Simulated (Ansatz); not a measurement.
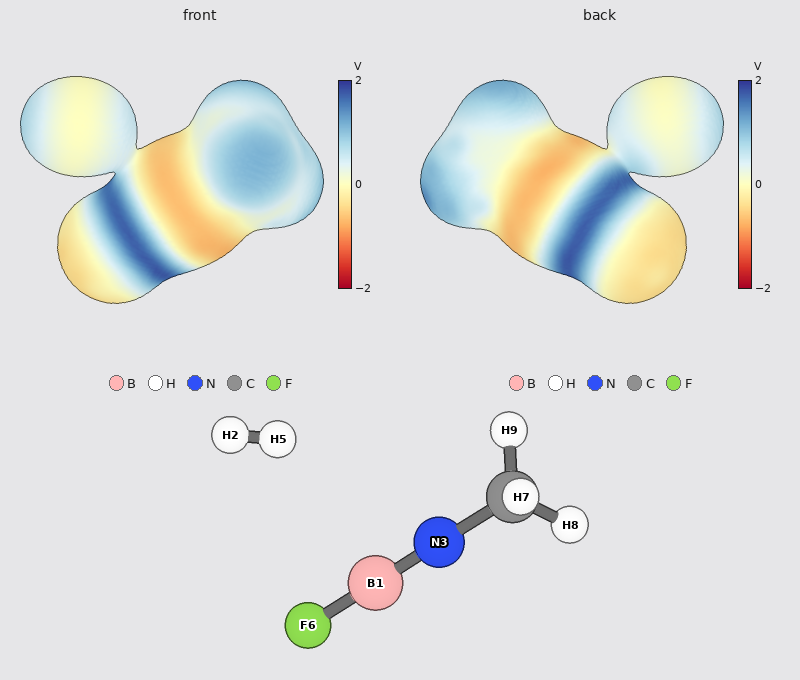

CH3BFN···H2. The electrostatic potential painted on the density surface at 0.004 e/bohr³, seen from the front and from behind; the colour scale runs from red (negative) to blue (positive). The bare structure is drawn below in the same view.

Theory: RKS PBE0-D4/def2-mTZVP (Ansatz 0.2.0).

```xyz
9

B    -1.3134    0.6300   -0.0208
H    -0.1908   -0.1525   -3.1576
N    -0.3249    0.2012    0.5796
C     0.7918   -0.2838    1.2817
H     0.0668   -0.2121   -2.4608
F    -2.3508    1.0798   -0.6632
H     1.6565    0.3750    1.1561
H     0.5852   -0.3578    2.3542
H     1.0797   -1.2797    0.9306
```

**Where is the surface potential most negative and most positive?**

The most negative region (about −0.7 V, or −16 kcal/mol for a unit charge) lies over N3, the most positive (about +1.7 V, or +39 kcal/mol for a unit charge) over B1.
